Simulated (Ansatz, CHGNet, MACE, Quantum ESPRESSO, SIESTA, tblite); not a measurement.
# Bulk modulus of random rock-salt alloy of NbC and TiC (64 atoms) across programs

How stiff is random rock-salt alloy of NbC and TiC (64 atoms) under an even change of volume, and do other programs and learned potentials give the same pressure and slope as plane waves?

The results are calculated values.

## (1) The cell

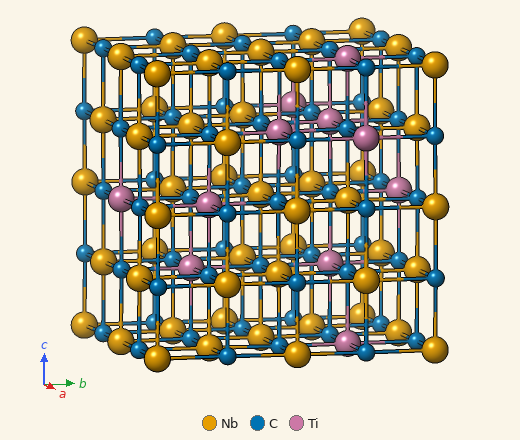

The cell (niobium orange, carbon blue, titanium pink). Some periodic images of atoms are drawn too.

The cell holds 64 atoms (24 Nb, 32 C and 8 Ti), with edges of 8.87, 8.87 and 8.87 Å. Recipe: rock-salt NbC, 2 x 2 x 2 conventional cells, 8 of 32 Nb sites given to Ti at random (x = 0.250), lattice by Vegard's rule (a = 4.434 Å); not relaxed, displaced by a Gaussian of 0.02 Å. Then the atoms were relaxed with MACE MP-0b3 medium in the fixed cell.

Bonds by pair of elements; cutoffs follow the first minimum of g(r), held within bounds set by covalent radii, and pairs that aren't listed don't count as bonded:

| pair A-B | cutoff (Å) | bonds | mean length (Å) | spread (Å) | shortest (Å) | B about A | A about B |
| --- | --- | --- | --- | --- | --- | --- | --- |
| C-Nb | 2.81 | 144 | 2.22 | 0.016 | 2.19 | 4.5 | 6 |
| C-Ti | 2.76 | 48 | 2.2 | 0.021 | 2.16 | 1.5 | 6 |

## (2) The reference input

Quantum ESPRESSO 7.5: Kohn-Sham DFT, PBE, SSSP efficiency 1.3.0 pseudopotentials, plane waves. Its input, pw.in, for the unchanged cell:

```
&control
  calculation = 'scf'
  pseudo_dir = './pseudo'
  outdir = './tmp'
  disk_io = 'none'
  tprnfor = .true.
  tstress = .true.
/
&system
  ibrav = 0
  nat = 64
  ntyp = 3
  ecutwfc = 60
  ecutrho = 480
  nosym = .true.
  occupations = 'smearing'
  smearing = 'fd'
  degauss = 0.003675
/
&electrons
  conv_thr = 3.2e-07
  electron_maxstep = 100
  mixing_beta = 0.2
  mixing_mode = 'local-TF'
  diagonalization = 'david'
/
ATOMIC_SPECIES
Nb 92.906 Nb.upf
C 12.011 C.upf
Ti 47.867 Ti.upf
CELL_PARAMETERS angstrom
8.86900 0.00000 0.00000
0.00000 8.86900 0.00000
0.00000 0.00000 8.86900
ATOMIC_POSITIONS crystal
Nb 0.99872 0.99814 0.99831
C 0.25068 0.00002 0.99957
Nb 0.99837 0.25082 0.25097
C 0.25281 0.25034 0.24970
[... 58 atom lines left out ...]
Nb 0.74823 0.75060 0.50155
C 0.50027 0.75256 0.50034
K_POINTS gamma
```

```console
$ OMP_NUM_THREADS=1 mpirun -np 2 pw.x -in pw.in > output.txt
```

It took 6.6 min on 2 MPI ranks of Arm Neoverse V2, shared host; peak memory 2.2 GiB.

It converged with an r.m.s. force component of 0.16 eV/Å and a pressure of 1.9 GPa.

## (3) Levels of theory

Every level solves the same cells as single points. CPU time is summed over a level's finished runs, on a host shared with the other runs, so it is rough; the force column is the median over cells of the r.m.s. difference of force components from the reference.

```
             level                      basis or training data  k-points  runs finished  CPU time  peak memory (GiB)  force difference (meV/Å)
           QE, PBE     plane waves, SSSP efficiency, 60/480 Ry         Γ         3 of 3    39 min                2.2                 reference
   SIESTA DZP, PBE    DZP orbitals, shift 0.01 Ry, mesh 500 Ry         Γ         3 of 3    43 min                2.3                        75
   tblite GFN1-xTB  tight binding with its own dispersion term         Γ         2 of 3      11 s               0.13                       299
      CHGNet 0.3.0          trained on PBE(+U) plane-wave data         -         3 of 3     8.5 s               0.97                       173
MACE MP-0b3 medium          trained on PBE(+U) plane-wave data         -         3 of 3      20 s                1.1                       163
```

Runs without a converged result: tblite GFN1-xTB, 1 single point (not converged). A level enters a table below only where it finished every cell that the table needs.

The reference's own r.m.s. force component runs from 154 to 173 meV/Å over these cells. MACE MP-0b3 medium relaxed the atoms, so in the cells that it relaxed its own forces are small, and its entry isn't an independent test there.

## (4) Pressure against volume

The cell is scaled evenly, and at each volume MACE MP-0b3 medium relaxes the atoms again before the single points. The unchanged volume is 10.900 Å³ an atom. Pressures in GPa:

| level | -3 % | 0 | +3 % |
| --- | --- | --- | --- |
| QE, PBE | 11.62 | 1.86 | -6.50 |
| SIESTA DZP, PBE | 15.33 | 5.21 | -3.34 |
| CHGNet 0.3.0 | 15.94 | 6.71 | -0.98 |
| MACE MP-0b3 medium | 16.12 | 5.98 | -2.73 |

Energy less that of the unchanged cell at the same level, in meV an atom:

| level | -3 % | +3 % |
| --- | --- | --- |
| QE, PBE | 14.47 | 4.44 |
| SIESTA DZP, PBE | 20.67 | -1.39 |
| CHGNet 0.3.0 | 22.42 | -5.67 |
| MACE MP-0b3 medium | 22.24 | -3.09 |

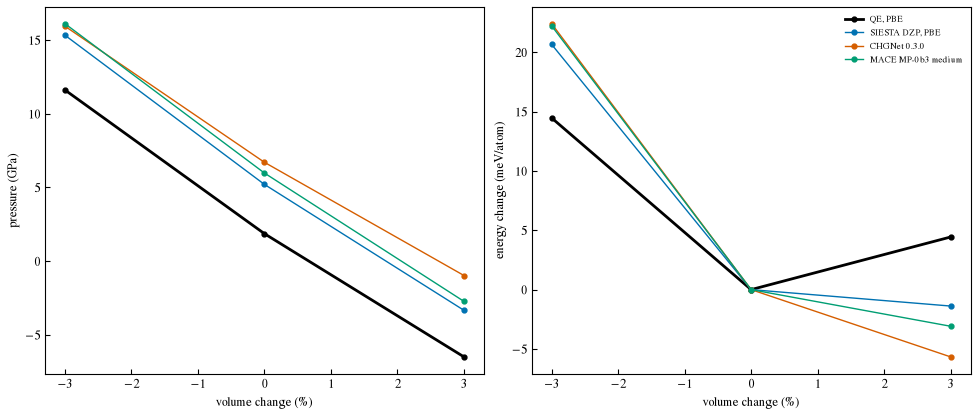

Pressure and energy against volume, by level.

## (5) Moduli

From the three volumes nearest the unchanged one: B from the slope of pressure against ln V and from the curvature of the energy, the pressure that the slope of the energy implies, and the volume change at which the printed pressure crosses zero (a dash if it doesn't within the range).

| level | B from pressures (GPa) | B from energies (GPa) | printed pressure (GPa) | pressure from energies (GPa) | zero pressure at (%) |
| --- | --- | --- | --- | --- | --- |
| QE, PBE | 301.9 | 308.8 | 1.86 | 2.46 | +0.7 |
| SIESTA DZP, PBE | 311.2 | 315.0 | 5.21 | 5.40 | +1.8 |
| CHGNet 0.3.0 | 282.0 | 273.5 | 6.71 | 6.88 | +2.6 |
| MACE MP-0b3 medium | 314.2 | 312.7 | 5.98 | 6.20 | +2.0 |

As a check by hand on the reference: from -3 to +3 % the pressure falls by 18.12 GPa while ln V grows by 0.0600, a ratio of 301.8 GPa.

## (6) Findings

The plane-wave reference (PBE) gives a bulk modulus of 301.9 GPa from its pressures, at a volume where its pressure is 1.86 GPa; that pressure crosses zero at +0.7 %. Other programs at PBE: SIESTA DZP, PBE 311.2 GPa (+3 %); its pressure lies +3.34 GPa from the reference's. Learned potentials: CHGNet 0.3.0 282.0 GPa (-7 %) and MACE MP-0b3 medium 314.2 GPa (+4 %); their pressures lie +4.11 to +4.84 GPa from the reference's.

The moduli are read at one volume but at unlike pressures, and a cell under tension is as a rule softer than one under compression. All slopes lie within 7 % of the reference's, while the pressures at one volume spread over 4.8 GPa, so the levels would settle at unlike volumes. Moduli from the energies run from 273 to 315 GPa, within 10 % of those from pressures.

**Limits.** The atoms follow MACE MP-0b3 medium, not each level's own minimum, so these moduli only approach relaxed ones and hang on that choice. Three points at finite strain give rough moduli, at the given volume rather than at zero pressure. Pressures at a fixed plane-wave cutoff or in a small atom-centred basis hold some basis error. The reference samples only Γ, in a cell whose shortest periodic width is 9 Å. The reference isn't exact: its cutoffs and mesh weren't converged further here. SIESTA's automatically made basis is far from complete, and its potentials were converted by us (checked for H, C, O, Si, Ge and Ca alone). The learned potentials mimic data converged in k, so the sampling error of the reference's coarse mesh counts against them here, while programs on the same mesh share it. Spin–orbit coupling is left out. The reference has no spin polarisation, so local moments can't form. Where levels are smeared, the DFT runs use Fermi–Dirac occupations at 580 K (0.05 eV), and energies are free energies.

[Logs are printed without paths, hosts, clocks, repeated set-up lines and the standing remarks that a program may print on its own settings, such as how far it seeks lower states.]

[Hosts, paths, dates, database ids (printed as entryN), source tags and the programs' standing remarks are cut or masked in the printed files.]
